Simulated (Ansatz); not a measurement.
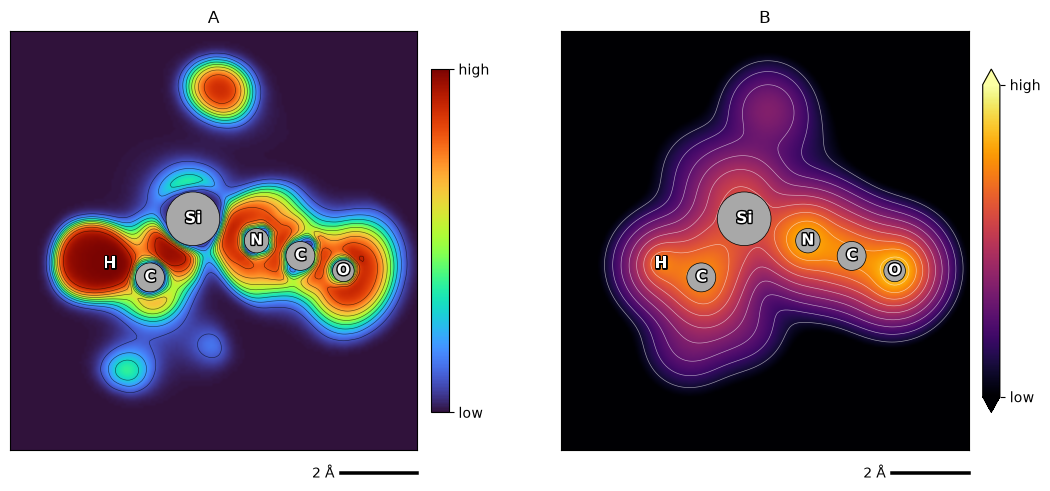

C$_{7}$H$_{15}$NOSi: 2 fields on the plane of atoms C2, Si1 and N23, with unlabelled colour scales. Grey discs cover the atomic cores.

Geometry: PBE-D4/def2-SVP.

All numbers below come from Ansatz, RKS PBE0-D4/def2-TZVP.

```xyz
25

Si    0.0439    0.0739    0.0333
C    -0.1911    0.0905    1.9111
C     0.2983   -1.1713    2.6353
H    -1.2725    0.2566    2.1110
H     0.3267    0.9958    2.3012
H     0.1064   -1.1221    3.7269
H    -0.2093   -2.0792    2.2498
H     1.3890   -1.3266    2.5024
C     1.8663   -0.1171   -0.4398
C     2.1319   -0.2709   -1.9437
H     2.2660   -0.9944    0.1147
H     2.4078    0.7659   -0.0310
H     3.2107   -0.4119   -2.1609
H     1.5922   -1.1461   -2.3602
H     1.7973    0.6201   -2.5144
C    -0.7322    1.5966   -0.7795
C    -2.2447    1.7450   -0.5650
H    -0.4982    1.5514   -1.8659
H    -0.1899    2.4896   -0.3944
H    -2.6526    2.6357   -1.0858
H    -2.7928    0.8586   -0.9453
H    -2.5007    1.8507    0.5097
N    -0.8013   -1.3344   -0.5843
C    -1.3878   -2.3029   -1.0056
O    -1.9633   -3.2535   -1.4193
```

**Match the panels to the quantities (electron density and electron localisation function).**

Panel A: electron localisation function. Panel B: electron density. From the grid: C–O (1.19 Å): ρ is about 3.5 e/Å³ halfway; the ELF peaks at about 0.85 between the atoms (a multiple bond). C–N (1.21 Å): ρ at the midpoint is about 3.1 e/Å³; the ELF peaks at about 0.85 between the atoms; a short, multiple covalent bond.
